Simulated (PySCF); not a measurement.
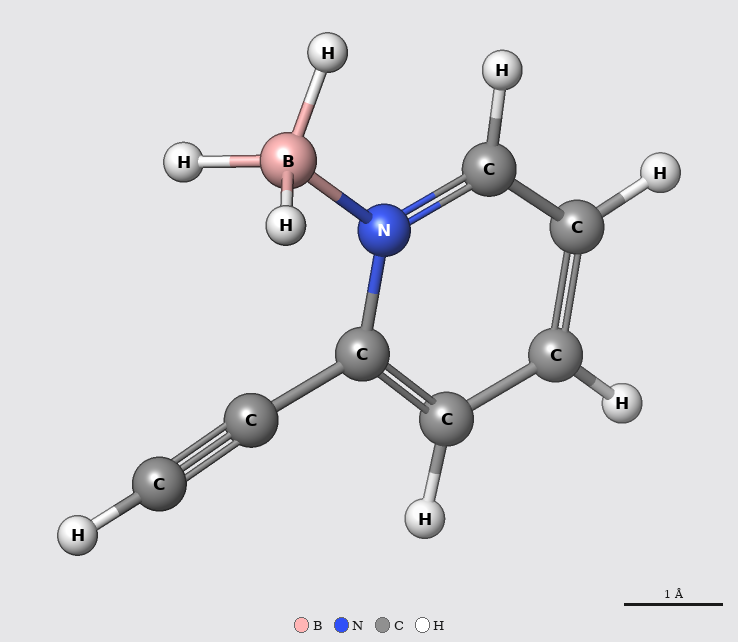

A ball-and-stick model of a molecule. Multiple sticks mark multiple bonds (one Kekulé form).

The computed structure is the end point of a GFN2-xTB optimisation. No frequency run is at hand to confirm it as a minimum.

Identify the structure.

The molecule is C₇H₈BN. SMILES: `[BH3-][n+]1ccccc1C#C`. Independent rings (smallest set): 1 of 6 members, 1 of them aromatic. Among its groups: alkyne, B–H bond. This geometry has Cs symmetry. Coordination: 1 B tetrahedral; 1 N trigonal planar; 5 C trigonal planar; 2 C linear.

More results for the same structure follow; atom numbers are the same in all pictures, views and colours differ.

## Geometry

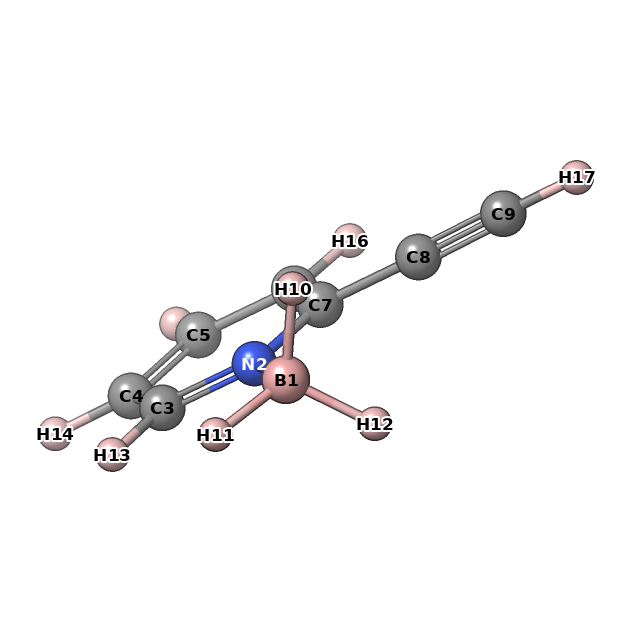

N2 lies behind B1. The molecule seen a little off the B1–N2 bond, B1 in front. Distant atoms are faded towards the background colour. No frequency run is at hand to confirm it as a minimum.

> What is the torsion angle H10–B1–N2–C3? The sign is positive where the front bond must turn clockwise to cover the back bond.

−121°, anticlinal.

## Excitation

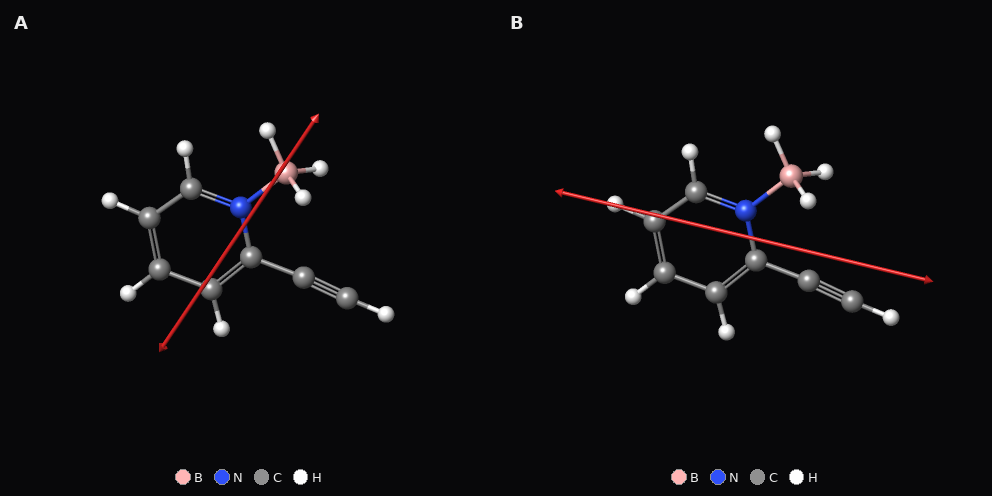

The double arrows show the directions of two transition dipoles from the ground state (lengths mean nothing). No frequency run is at hand to confirm it as a minimum. Level of theory: TDDFT PBE0/def2-SVPD, vertical, gas phase, core orbitals frozen in the response (PySCF 2.14.0).

> One belongs to singlet state 1 and one to singlet state 6. Which is which?

A: state 1, 4.06 eV (305 nm), oscillator strength 0.058, mainly HOMO → LUMO (weight 0.92).
B: state 6, 5.07 eV (244 nm), oscillator strength 0.33, mainly HOMO−2 → LUMO (weight 0.56).

## Polarisability

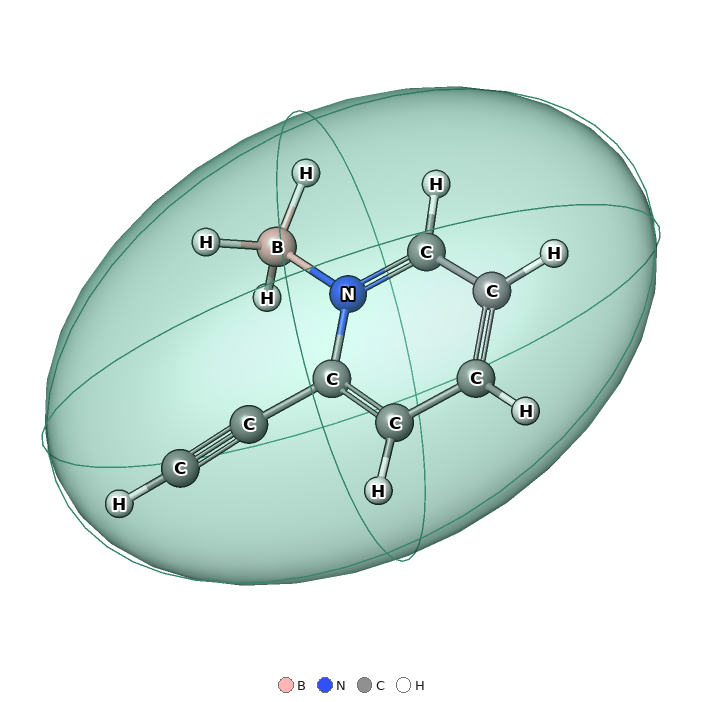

The ellipsoid shows the static dipole polarisability: its half-axes are proportional to the principal values. No frequency run is at hand to confirm it as a minimum. Level of theory: PBE0/def2-SVPD (PySCF 2.14.0).

> How large and how anisotropic is the polarisability?

Principal values 63.0, 112.4, 150.0 bohr³; mean 108.5 bohr³ (16.07 Å³); anisotropy 75.6 bohr³, so the longest axis is 2.38 times the shortest.

## Charges

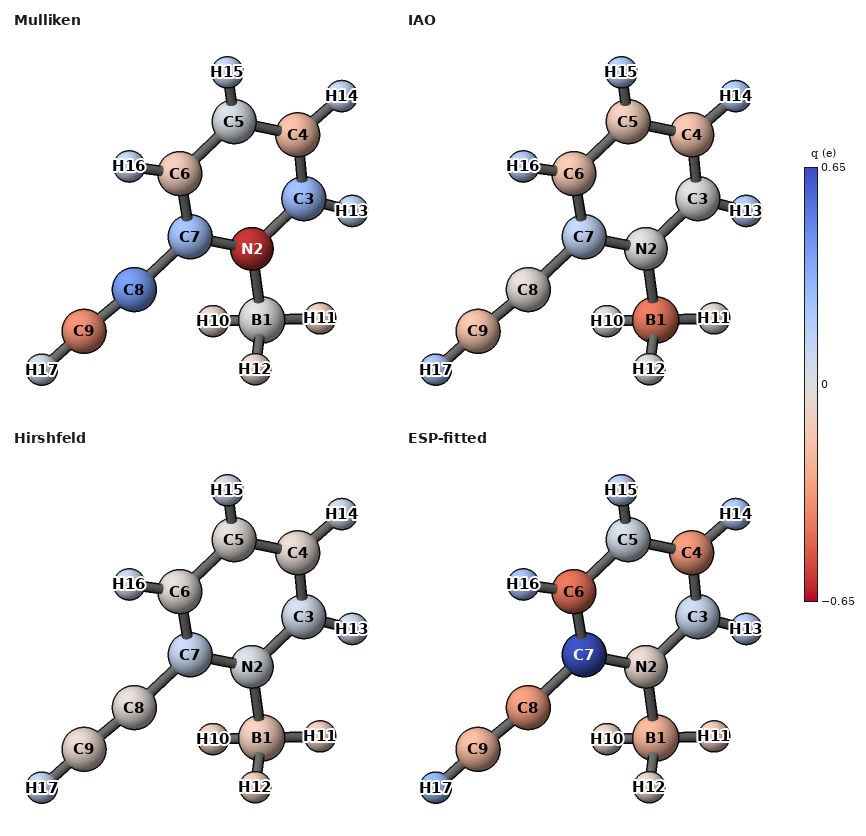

Atomic charges of one calculation by 4 schemes, on one colour scale. No frequency run is at hand to confirm it as a minimum. Level of theory: PBE0/pcSseg-1 (PySCF 2.14.0).

> Which scheme gives the most polar picture (largest mean size of the charges)?

The ESP-fitted charges are the largest in size here, and the Hirshfeld charges the smallest.

> On which atom do the schemes disagree most?

On C8 (from −0.30 to 0.39 e).

List the charges (e), one line for each set of equivalent atoms.

```json
{"atom": "B1", "Mulliken": "−0.01", "IAO": "−0.41", "Hirshfeld": "−0.12", "ESP-fitted": "−0.22"}
{"atom": "N2", "Mulliken": "−0.58", "IAO": "−0.01", "Hirshfeld": "0.03", "ESP-fitted": "−0.05"}
{"atom": "C3", "Mulliken": "0.26", "IAO": "0.01", "Hirshfeld": "0.06", "ESP-fitted": "0.09"}
{"atom": "C4", "Mulliken": "−0.19", "IAO": "−0.16", "Hirshfeld": "−0.04", "ESP-fitted": "−0.32"}
{"atom": "C5", "Mulliken": "0.04", "IAO": "−0.11", "Hirshfeld": "−0.02", "ESP-fitted": "0.05"}
{"atom": "C6", "Mulliken": "−0.12", "IAO": "−0.14", "Hirshfeld": "−0.03", "ESP-fitted": "−0.43"}
{"atom": "C7", "Mulliken": "0.24", "IAO": "0.13", "Hirshfeld": "0.10", "ESP-fitted": "0.63"}
{"atom": "C8", "Mulliken": "0.39", "IAO": "−0.02", "Hirshfeld": "−0.02", "ESP-fitted": "−0.30"}
{"atom": "C9", "Mulliken": "−0.35", "IAO": "−0.17", "Hirshfeld": "−0.05", "ESP-fitted": "−0.20"}
{"atom": "H10, H12", "Mulliken": "−0.06", "IAO": "−0.01", "Hirshfeld": "−0.10", "ESP-fitted": "−0.06"}
{"atom": "H11", "Mulliken": "−0.10", "IAO": "−0.02", "Hirshfeld": "−0.10", "ESP-fitted": "−0.11"}
{"atom": "H13", "Mulliken": "0.14", "IAO": "0.19", "Hirshfeld": "0.08", "ESP-fitted": "0.16"}
{"atom": "H14", "Mulliken": "0.11", "IAO": "0.17", "Hirshfeld": "0.07", "ESP-fitted": "0.19"}
{"atom": "H15", "Mulliken": "0.11", "IAO": "0.17", "Hirshfeld": "0.07", "ESP-fitted": "0.14"}
{"atom": "H16", "Mulliken": "0.11", "IAO": "0.18", "Hirshfeld": "0.07", "ESP-fitted": "0.22"}
{"atom": "H17", "Mulliken": "0.05", "IAO": "0.21", "Hirshfeld": "0.11", "ESP-fitted": "0.28"}
```

Mulliken values depend strongly on the basis set and can even reverse the polarity of a bond. The geometry is semi-empirical. Around B such bond lengths and angles can be off by a tenth of an ångström or more and by several degrees, and values that hang on the shape move with them.
